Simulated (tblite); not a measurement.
## Geometry relaxation of C₄H₆FOSi (part 2 of 2)

C₄H₆FOSi, multiplicity 2; GFN2-xTB geometry optimisation, gas phase (tblite 0.8.0). It belongs to a series of runs on one base structure; here: H added to sp2 C.

Geometry of the input (Å):
```
O  -1.3760  -1.9156  -0.9180
C  -1.1176  -0.8200  -0.5027
C  -0.8088  0.4811  -1.1358
C  0.0400  0.7901  0.0606
Si 1.6965  -0.0649  -0.0664
F  2.8154  1.0722  -0.5743
C  -0.9108  -0.1326  0.8138
H  -1.7806  1.0600  -1.1896
H  0.0311  1.7930  0.4634
H  2.0020  -0.6259  1.2601
H  1.6565  -1.2222  -0.9975
H  -1.8225  0.3491  1.1683
H  -0.4297  -0.7640  1.6004
```

Trajectory as extended XYZ, continued:
```
13
Properties=species:S:1:pos:R:3:forces:R:3 step=50 energy=-602.04606
O    -2.4967   -1.4344   -0.7730    0.0080   0.0320   0.0550
C    -1.6229   -0.6659   -0.4217    0.0210  -0.0250  -0.0700
C    -0.8180    0.3251   -1.0576    0.0270   0.0520  -0.0190
C    -0.0268    0.5941    0.1515   -0.0020   0.0150   0.0060
Si    1.8178    0.0685   -0.0172   -0.0360  -0.0080   0.0090
F     2.5563    1.3601   -0.6281    0.0130   0.0070  -0.0170
C    -0.9430   -0.3807    0.9250   -0.0130  -0.0200  -0.0050
H    -0.7946    0.7593   -2.0406   -0.0180  -0.0060  -0.0150
H    -0.0228    1.6308    0.4998   -0.0130   0.0180  -0.0090
H     2.4140   -0.1358    1.2921   -0.0130   0.0100   0.0250
H     2.0052   -0.9930   -0.9859    0.0050  -0.0290  -0.0040
H    -1.6097    0.1028    1.6350    0.0000  -0.0040   0.0330
H    -0.4634   -1.2304    1.4029    0.0210  -0.0420   0.0120
13
Properties=species:S:1:pos:R:3:forces:R:3 step=53 energy=-602.04725
O    -2.4952   -1.4353   -0.7703    0.0320   0.0450   0.0210
C    -1.6192   -0.6667   -0.4242   -0.0120  -0.0160  -0.0010
C    -0.8186    0.3299   -1.0571   -0.0120   0.0020  -0.0210
C    -0.0274    0.5971    0.1523    0.0020   0.0060  -0.0170
Si    1.8158    0.0690   -0.0185    0.0110   0.0010   0.0030
F     2.5717    1.3487   -0.6369   -0.0240  -0.0170   0.0070
C    -0.9399   -0.3842    0.9248    0.0090  -0.0030  -0.0200
H    -0.8025    0.7648   -2.0399   -0.0030   0.0050  -0.0060
H    -0.0247    1.6337    0.5007   -0.0130   0.0080   0.0040
H     2.3948   -0.1231    1.3019   -0.0030   0.0000  -0.0090
H     2.0058   -0.9947   -0.9867   -0.0050  -0.0110   0.0350
H    -1.6056    0.0990    1.6375    0.0120  -0.0360   0.0100
H    -0.4593   -1.2376    1.3987    0.0070   0.0160  -0.0050
13
Properties=species:S:1:pos:R:3:forces:R:3 step=56 energy=-602.04812
O    -2.5191   -1.4121   -0.7616    0.0070   0.0050  -0.0230
C    -1.6251   -0.6614   -0.4247   -0.0100   0.0120   0.0160
C    -0.8172    0.3279   -1.0610   -0.0200  -0.0310   0.0090
C    -0.0248    0.5919    0.1488   -0.0230   0.0090  -0.0050
Si    1.8191    0.0703   -0.0137    0.0040   0.0050  -0.0060
F     2.5634    1.3500   -0.6431    0.0050   0.0160  -0.0060
C    -0.9369   -0.3912    0.9210    0.0080   0.0210   0.0080
H    -0.7989    0.7621   -2.0439   -0.0030   0.0040  -0.0070
H    -0.0272    1.6302    0.4940   -0.0060  -0.0110   0.0190
H     2.3962   -0.1050    1.3085    0.0070  -0.0070   0.0130
H     2.0225   -0.9972   -0.9735   -0.0110  -0.0320   0.0240
H    -1.5979    0.0854    1.6434    0.0240  -0.0220  -0.0100
H    -0.4584   -1.2504    1.3880    0.0180   0.0320  -0.0320
13
Properties=species:S:1:pos:R:3:forces:R:3 step=58 energy=-602.04886
O    -2.5416   -1.3893   -0.7560   -0.0150  -0.0230  -0.0320
C    -1.6326   -0.6550   -0.4240   -0.0040   0.0130  -0.0020
C    -0.8157    0.3234   -1.0649   -0.0170   0.0060   0.0100
C    -0.0235    0.5876    0.1451   -0.0100   0.0090   0.0010
Si    1.8236    0.0736   -0.0113   -0.0270   0.0110   0.0040
F     2.5594    1.3527   -0.6511    0.0130   0.0150  -0.0080
C    -0.9342   -0.3955    0.9172    0.0020   0.0020   0.0150
H    -0.7951    0.7567   -2.0486   -0.0020  -0.0060   0.0010
H    -0.0314    1.6246    0.4938    0.0020   0.0000   0.0040
H     2.3932   -0.0868    1.3157    0.0190  -0.0060   0.0160
H     2.0359   -1.0038   -0.9575   -0.0110  -0.0320   0.0160
H    -1.5880    0.0711    1.6513    0.0090   0.0190  -0.0010
H    -0.4543   -1.2588    1.3725    0.0390  -0.0080  -0.0250
13
Properties=species:S:1:pos:R:3:forces:R:3 step=61 energy=-602.04963
O    -2.5465   -1.3818   -0.7566   -0.0220  -0.0360  -0.0210
C    -1.6338   -0.6524   -0.4246    0.0070   0.0170   0.0080
C    -0.8164    0.3243   -1.0665   -0.0130   0.0460   0.0010
C    -0.0260    0.5924    0.1438    0.0070  -0.0040   0.0070
Si    1.8211    0.0784   -0.0118    0.0010  -0.0050   0.0180
F     2.5643    1.3510   -0.6584   -0.0090  -0.0230   0.0090
C    -0.9301   -0.3963    0.9154    0.0020  -0.0200  -0.0070
H    -0.7912    0.7506   -2.0533   -0.0020  -0.0060   0.0080
H    -0.0384    1.6261    0.5013    0.0040   0.0110  -0.0270
H     2.3824   -0.0809    1.3211    0.0170   0.0100  -0.0200
H     2.0299   -1.0135   -0.9449   -0.0130   0.0090   0.0300
H    -1.5791    0.0627    1.6576   -0.0030   0.0170   0.0070
H    -0.4407   -1.2601    1.3592    0.0220  -0.0170  -0.0120
13
Properties=species:S:1:pos:R:3:forces:R:3 step=64 energy=-602.05072
O    -2.5493   -1.3780   -0.7610   -0.0110  -0.0380   0.0010
C    -1.6359   -0.6504   -0.4266    0.0100   0.0400   0.0180
C    -0.8252    0.3334   -1.0658    0.0080   0.0020  -0.0050
C    -0.0290    0.5971    0.1414    0.0060  -0.0030  -0.0070
Si    1.8169    0.0796   -0.0065    0.0240  -0.0160   0.0130
F     2.5677    1.3413   -0.6639   -0.0050  -0.0100  -0.0010
C    -0.9245   -0.4009    0.9121    0.0030   0.0090  -0.0120
H    -0.8001    0.7543   -2.0543    0.0000   0.0160  -0.0040
H    -0.0415    1.6315    0.4976   -0.0010  -0.0040  -0.0030
H     2.3797   -0.0700    1.3271    0.0050   0.0160  -0.0170
H     2.0264   -1.0267   -0.9223   -0.0190   0.0120   0.0180
H    -1.5683    0.0542    1.6624    0.0100  -0.0310   0.0000
H    -0.4212   -1.2650    1.3420   -0.0300   0.0090  -0.0010
13
Properties=species:S:1:pos:R:3:forces:R:3 step=67 energy=-602.05117
O    -2.5543   -1.3741   -0.7602   -0.0180  -0.0320  -0.0010
C    -1.6403   -0.6466   -0.4272    0.0120   0.0190  -0.0010
C    -0.8301    0.3371   -1.0674    0.0120  -0.0060  -0.0050
C    -0.0282    0.5952    0.1373    0.0090   0.0050  -0.0080
Si    1.8193    0.0780   -0.0020   -0.0130   0.0130  -0.0020
F     2.5713    1.3335   -0.6682    0.0040   0.0120  -0.0150
C    -0.9224   -0.4038    0.9081    0.0080   0.0100   0.0020
H    -0.8132    0.7640   -2.0537    0.0080   0.0140   0.0010
H    -0.0403    1.6299    0.4927    0.0000  -0.0040   0.0100
H     2.3799   -0.0532    1.3324    0.0140   0.0040   0.0180
H     2.0334   -1.0340   -0.9070   -0.0180  -0.0190  -0.0020
H    -1.5608    0.0446    1.6660   -0.0060   0.0000   0.0050
H    -0.4187   -1.2701    1.3314   -0.0120  -0.0160  -0.0010
13
Properties=species:S:1:pos:R:3:forces:R:3 step=69 energy=-602.05140
O    -2.5461   -1.3825   -0.7614    0.0100   0.0080   0.0060
C    -1.6384   -0.6463   -0.4280   -0.0010  -0.0160  -0.0100
C    -0.8319    0.3409   -1.0681    0.0050  -0.0030   0.0030
C    -0.0289    0.5993    0.1360    0.0040  -0.0040   0.0060
Si    1.8177    0.0777   -0.0016   -0.0050   0.0150  -0.0060
F     2.5770    1.3280   -0.6702   -0.0050   0.0020  -0.0110
C    -0.9206   -0.4020    0.9068    0.0010  -0.0060   0.0040
H    -0.8185    0.7705   -2.0534    0.0090   0.0110   0.0060
H    -0.0411    1.6327    0.4949    0.0000  -0.0010   0.0000
H     2.3772   -0.0517    1.3340    0.0100   0.0040   0.0070
H     2.0245   -1.0390   -0.9031   -0.0150  -0.0100   0.0030
H    -1.5589    0.0416    1.6672   -0.0120   0.0180   0.0000
H    -0.4165   -1.2686    1.3292    0.0000  -0.0170  -0.0070
13
Properties=species:S:1:pos:R:3:forces:R:3 step=72 energy=-602.05161
O    -2.5376   -1.3901   -0.7626    0.0160   0.0200  -0.0010
C    -1.6348   -0.6480   -0.4289    0.0000  -0.0140   0.0020
C    -0.8314    0.3429   -1.0674    0.0050  -0.0070   0.0080
C    -0.0293    0.6023    0.1371   -0.0090  -0.0070   0.0120
Si    1.8155    0.0786   -0.0017    0.0180  -0.0130   0.0030
F     2.5772    1.3267   -0.6717   -0.0060  -0.0040  -0.0100
C    -0.9198   -0.4007    0.9075   -0.0140  -0.0070   0.0000
H    -0.8170    0.7744   -2.0518    0.0030   0.0090  -0.0010
H    -0.0418    1.6357    0.4958   -0.0020  -0.0020   0.0030
H     2.3792   -0.0558    1.3332   -0.0020   0.0120  -0.0170
H     2.0124   -1.0416   -0.9026   -0.0080   0.0070   0.0110
H    -1.5613    0.0438    1.6657    0.0050  -0.0010  -0.0110
H    -0.4156   -1.2679    1.3297   -0.0070   0.0060  -0.0010
13
Properties=species:S:1:pos:R:3:forces:R:3 step=75 energy=-602.05187
O    -2.5451   -1.3825   -0.7610   -0.0030   0.0040  -0.0210
C    -1.6372   -0.6462   -0.4298    0.0050   0.0030  -0.0010
C    -0.8298    0.3418   -1.0683    0.0030   0.0040   0.0010
C    -0.0277    0.5986    0.1368   -0.0030   0.0030   0.0040
Si    1.8185    0.0809    0.0015   -0.0040  -0.0090  -0.0010
F     2.5743    1.3252   -0.6816   -0.0030  -0.0060  -0.0110
C    -0.9192   -0.4048    0.9051   -0.0020   0.0000   0.0000
H    -0.8173    0.7812   -2.0495    0.0000  -0.0040   0.0030
H    -0.0423    1.6323    0.4944   -0.0040   0.0000   0.0130
H     2.3832   -0.0400    1.3363    0.0070   0.0120  -0.0030
H     2.0116   -1.0485   -0.8873    0.0040  -0.0050  -0.0030
H    -1.5565    0.0391    1.6667    0.0000  -0.0090   0.0000
H    -0.4168   -1.2767    1.3189    0.0010   0.0080   0.0190
13
Properties=species:S:1:pos:R:3:forces:R:3 step=78 energy=-602.05220
O    -2.5529   -1.3721   -0.7655   -0.0060  -0.0050  -0.0130
C    -1.6395   -0.6435   -0.4320    0.0000   0.0050  -0.0200
C    -0.8283    0.3423   -1.0689   -0.0060   0.0200  -0.0030
C    -0.0273    0.5958    0.1376    0.0180   0.0060  -0.0040
Si    1.8209    0.0816    0.0042   -0.0300   0.0280  -0.0090
F     2.5730    1.3187   -0.6966   -0.0090  -0.0160  -0.0090
C    -0.9188   -0.4101    0.9020    0.0210   0.0000   0.0040
H    -0.8195    0.7877   -2.0478    0.0070  -0.0120   0.0140
H    -0.0447    1.6283    0.4991   -0.0010  -0.0030   0.0070
H     2.3862   -0.0156    1.3392    0.0200   0.0040   0.0190
H     2.0123   -1.0588   -0.8690    0.0100  -0.0210  -0.0150
H    -1.5496    0.0301    1.6697   -0.0340   0.0060   0.0130
H    -0.4161   -1.2839    1.3103    0.0110  -0.0130   0.0160
13
Properties=species:S:1:pos:R:3:forces:R:3 step=81 energy=-602.05334
O    -2.5361   -1.3710   -0.7960    0.0000  -0.0200   0.0250
C    -1.6286   -0.6444   -0.4430   -0.0020   0.0130  -0.0050
C    -0.8191    0.3529   -1.0630   -0.0190   0.0270  -0.0030
C    -0.0280    0.5986    0.1512    0.0080   0.0090   0.0000
Si    1.8168    0.0804    0.0079   -0.0120   0.0290  -0.0040
F     2.5612    1.2918   -0.7436   -0.0090  -0.0150  -0.0220
C    -0.9194   -0.4186    0.9008    0.0120   0.0000   0.0010
H    -0.8147    0.8142   -2.0343    0.0150  -0.0090   0.0090
H    -0.0533    1.6275    0.5212    0.0190  -0.0020   0.0140
H     2.4114    0.0330    1.3335    0.0080  -0.0140   0.0090
H     1.9759   -1.0894   -0.8336    0.0290  -0.0080   0.0020
H    -1.5549    0.0162    1.6682   -0.0550   0.0000  -0.0100
H    -0.4156   -1.2907    1.3130    0.0060  -0.0080  -0.0170
13
Properties=species:S:1:pos:R:3:forces:R:3 step=83 energy=-602.05378
O    -2.5231   -1.3794   -0.8029    0.0010  -0.0180   0.0220
C    -1.6224   -0.6465   -0.4454    0.0030   0.0110   0.0230
C    -0.8173    0.3577   -1.0595   -0.0110   0.0110   0.0030
C    -0.0284    0.6017    0.1563   -0.0170   0.0070   0.0100
Si    1.8137    0.0795    0.0074    0.0120  -0.0130   0.0060
F     2.5565    1.2860   -0.7522    0.0000   0.0030  -0.0310
C    -0.9203   -0.4177    0.9030   -0.0210   0.0010  -0.0020
H    -0.8102    0.8201   -2.0296    0.0100   0.0010  -0.0090
H    -0.0535    1.6301    0.5264    0.0220   0.0030   0.0250
H     2.4204    0.0325    1.3290   -0.0090  -0.0120  -0.0130
H     1.9629   -1.0930   -0.8344    0.0290   0.0100   0.0200
H    -1.5661    0.0176    1.6634   -0.0130  -0.0200  -0.0310
H    -0.4167   -1.2881    1.3207   -0.0080   0.0160  -0.0220
13
Properties=species:S:1:pos:R:3:forces:R:3 step=86 energy=-602.05557
O    -2.5065   -1.3817   -0.8207    0.0070  -0.0090  -0.0180
C    -1.6130   -0.6444   -0.4546    0.0070   0.0100   0.0420
C    -0.8144    0.3766   -1.0499    0.0080  -0.0080   0.0030
C    -0.0307    0.6063    0.1727   -0.0310   0.0030   0.0140
Si    1.8103    0.0812    0.0102    0.0550  -0.0440  -0.0090
F     2.5381    1.2544   -0.8149   -0.0200  -0.0090   0.0000
C    -0.9241   -0.4248    0.9015   -0.0400   0.0080  -0.0070
H    -0.7984    0.8451   -2.0167    0.0050   0.0110  -0.0100
H    -0.0501    1.6281    0.5609    0.0020   0.0050   0.0080
H     2.4489    0.0767    1.3200   -0.0390  -0.0010  -0.0510
H     1.9480   -1.1211   -0.7941    0.0160   0.0350   0.0410
H    -1.5935   -0.0017    1.6495    0.0530  -0.0190  -0.0120
H    -0.4191   -1.2944    1.3183   -0.0210   0.0170  -0.0020
13
Properties=species:S:1:pos:R:3:forces:R:3 step=89 energy=-602.05659
O    -2.5121   -1.3656   -0.8368    0.0130  -0.0130  -0.0110
C    -1.6139   -0.6384   -0.4619   -0.0020   0.0190  -0.0130
C    -0.8115    0.3865   -1.0467   -0.0110   0.0170  -0.0060
C    -0.0321    0.6047    0.1810    0.0230  -0.0050  -0.0090
Si    1.8127    0.0829    0.0144   -0.0260   0.0220  -0.0090
F     2.5242    1.2254   -0.8651   -0.0180   0.0000  -0.0070
C    -0.9257   -0.4359    0.8946    0.0230  -0.0050   0.0150
H    -0.7981    0.8655   -2.0096    0.0190   0.0000   0.0240
H    -0.0502    1.6203    0.5863   -0.0120  -0.0020  -0.0220
H     2.4632    0.1365    1.3135   -0.0060  -0.0050   0.0110
H     1.9489   -1.1479   -0.7382    0.0160  -0.0260  -0.0070
H    -1.5908   -0.0252    1.6496   -0.0110   0.0200   0.0340
H    -0.4190   -1.3083    1.3009   -0.0070  -0.0210  -0.0010
13
Properties=species:S:1:pos:R:3:forces:R:3 step=92 energy=-602.05712
O    -2.5019   -1.3628   -0.8549    0.0080  -0.0140  -0.0090
C    -1.6088   -0.6350   -0.4695    0.0040   0.0130   0.0180
C    -0.8085    0.3986   -1.0410   -0.0010   0.0000   0.0030
C    -0.0315    0.6051    0.1897   -0.0120   0.0020   0.0060
Si    1.8108    0.0840    0.0178    0.0040  -0.0080  -0.0050
F     2.5084    1.1988   -0.9067   -0.0140   0.0020  -0.0080
C    -0.9252   -0.4433    0.8928   -0.0160   0.0070  -0.0010
H    -0.7936    0.8895   -1.9970    0.0130   0.0060   0.0000
H    -0.0530    1.6180    0.6003   -0.0050   0.0030   0.0000
H     2.4795    0.1778    1.3063   -0.0150  -0.0070  -0.0050
H     1.9344   -1.1715   -0.6975    0.0210  -0.0050   0.0020
H    -1.5959   -0.0392    1.6486    0.0250   0.0000   0.0030
H    -0.4192   -1.3195    1.2934   -0.0140   0.0020  -0.0040
13
Properties=species:S:1:pos:R:3:forces:R:3 step=94 energy=-602.05753
O    -2.4955   -1.3590   -0.8695    0.0030  -0.0100  -0.0050
C    -1.6071   -0.6306   -0.4743    0.0040   0.0060   0.0070
C    -0.8059    0.4080   -1.0353    0.0010   0.0000   0.0000
C    -0.0318    0.6041    0.1987   -0.0070   0.0010   0.0020
Si    1.8104    0.0844    0.0176   -0.0220  -0.0240   0.0110
F     2.4893    1.1775   -0.9437    0.0020   0.0240  -0.0230
C    -0.9284   -0.4486    0.8916   -0.0070   0.0030  -0.0010
H    -0.7852    0.9063   -1.9873    0.0060   0.0020  -0.0040
H    -0.0526    1.6141    0.6163   -0.0040   0.0040   0.0050
H     2.4909    0.2112    1.2956    0.0010   0.0000   0.0180
H     1.9375   -1.1888   -0.6637    0.0100  -0.0140  -0.0110
H    -1.6004   -0.0496    1.6484    0.0160   0.0080   0.0050
H    -0.4255   -1.3283    1.2879   -0.0040   0.0000  -0.0050
13
Properties=species:S:1:pos:R:3:forces:R:3 step=97 energy=-602.05776
O    -2.4918   -1.3621   -0.8707   -0.0010  -0.0050  -0.0010
C    -1.6074   -0.6300   -0.4733    0.0020   0.0040  -0.0010
C    -0.8054    0.4082   -1.0341    0.0000   0.0030  -0.0050
C    -0.0326    0.6043    0.2005    0.0040  -0.0020  -0.0020
Si    1.8091    0.0825    0.0150   -0.0150  -0.0080   0.0110
F     2.4834    1.1810   -0.9443   -0.0020   0.0120  -0.0120
C    -0.9311   -0.4465    0.8933    0.0040  -0.0010   0.0020
H    -0.7792    0.9042   -1.9874    0.0000  -0.0020  -0.0010
H    -0.0527    1.6146    0.6179    0.0040  -0.0030   0.0030
H     2.4899    0.2049    1.2933    0.0030   0.0040   0.0190
H     1.9447   -1.1885   -0.6690   -0.0030  -0.0090  -0.0110
H    -1.6006   -0.0448    1.6506    0.0000   0.0060   0.0030
H    -0.4307   -1.3273    1.2906    0.0030   0.0000  -0.0040
13
Properties=species:S:1:pos:R:3:forces:R:3 step=100 energy=-602.05782
O    -2.4924   -1.3647   -0.8663    0.0020   0.0000  -0.0010
C    -1.6083   -0.6308   -0.4714    0.0010   0.0010   0.0000
C    -0.8062    0.4056   -1.0356    0.0000   0.0000   0.0000
C    -0.0325    0.6045    0.1980    0.0010  -0.0010  -0.0010
Si    1.8089    0.0818    0.0145    0.0000  -0.0020   0.0030
F     2.4871    1.1887   -0.9335   -0.0080  -0.0010   0.0000
C    -0.9307   -0.4441    0.8943    0.0010   0.0010  -0.0010
H    -0.7796    0.8986   -1.9903   -0.0020  -0.0020  -0.0030
H    -0.0527    1.6159    0.6129    0.0070  -0.0020   0.0020
H     2.4850    0.1928    1.2971   -0.0020   0.0020   0.0050
H     1.9458   -1.1832   -0.6816   -0.0030   0.0010  -0.0030
H    -1.5988   -0.0400    1.6518    0.0010   0.0020   0.0000
H    -0.4302   -1.3244    1.2923    0.0020   0.0010  -0.0010
```

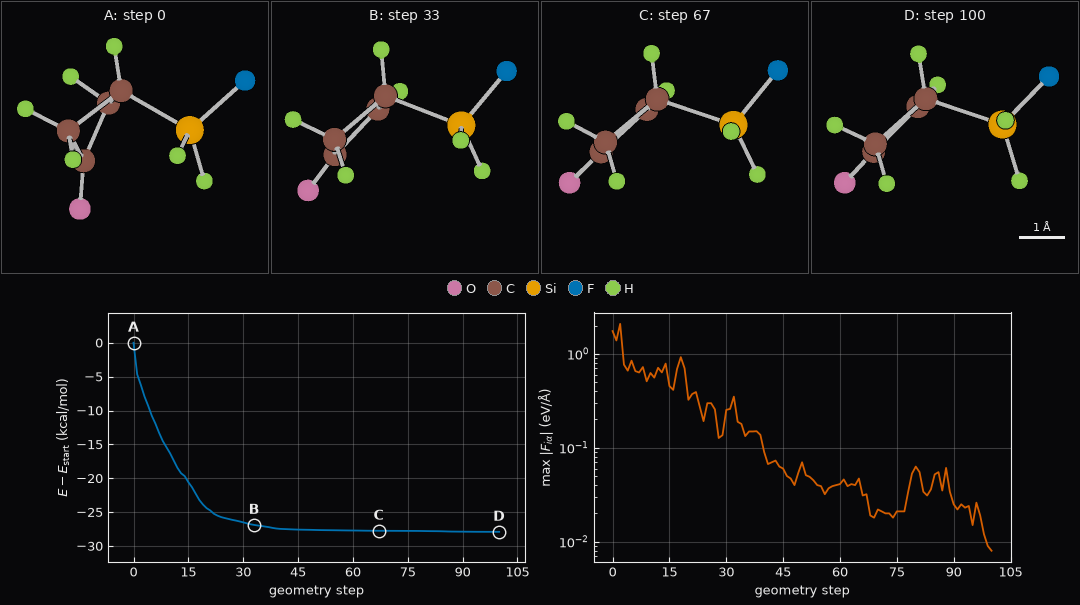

*Frames of the relaxation (ball-and-stick view, seen at a tilt) above the curves, on which the letters mark them (steps are counted from 0).*

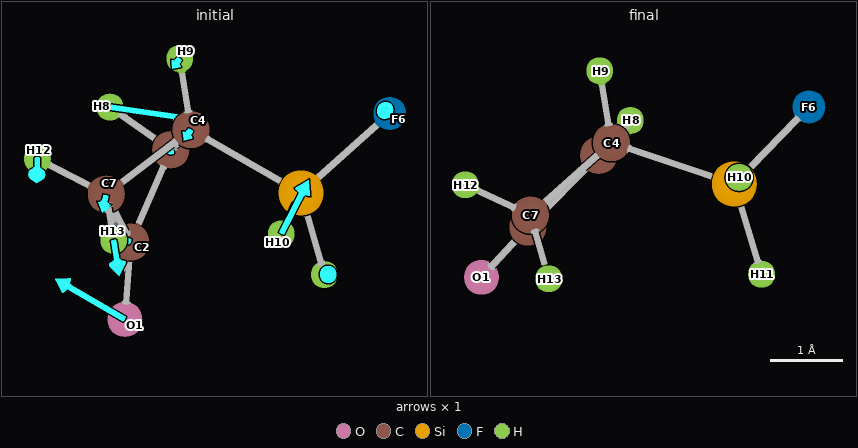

*Before (left) and after (right) the relaxation, at one scale (ball-and-stick view, seen at a tilt). The teal arrows give the displacements, at true length.*

The atom that moves furthest after the best rigid fit is H8 (1.34 Å). Largest moves by element: H 1.34 Å, O 1.25 Å, C 0.53 Å, F 0.46 Å, Si 0.20 Å. Distances before and after: Si5–F6 1.674 → 1.607 Å, C3–H8 1.132 → 1.075 Å, C4–Si5 1.868 → 1.923 Å, C2–C3 1.480 → 1.427 Å. Among the angles that change: C2–C3–H8 106.9° → 134.3°, C4–C3–H8 114.7° → 132.1°, H10–Si5–H11 105.9° → 116.5°. Over 100 geometry steps the energy falls by 27.9 kcal/mol. The largest force component goes from 1.7 to 0.008 eV/Å. (Atoms are counted from 1 in the order of the input.)
